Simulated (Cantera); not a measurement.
Charge: 1 mol Ta, 0.017 mol H2O, 2.8 mol CO2, held at 6380 Torr.

Cantera equilibrium calculation (NASA polynomials, part measured and part estimated; ideal gas, pure solids and liquids). Candidate condensed phases: C, C6H6, C7H8, C8H18, H2O, Ta, TaC, Ta2O5; 113 gas species. Rates play no part.

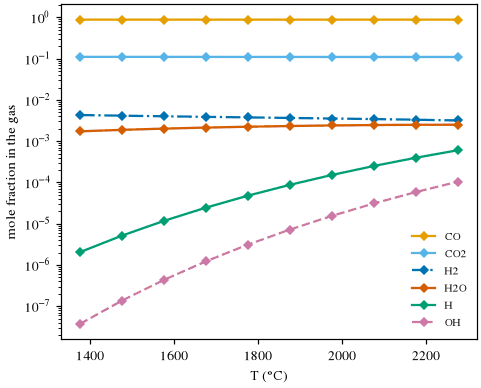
Equilibrium gas composition (values under 1e-9 drawn at 1e-9)

Read off the mole fractions at 1877 °C.

CO about 0.88, CO2 about 0.11, H2 about 0.0037, H2O about 0.0023, H about 8.7e-5, OH about 7.2e-6.
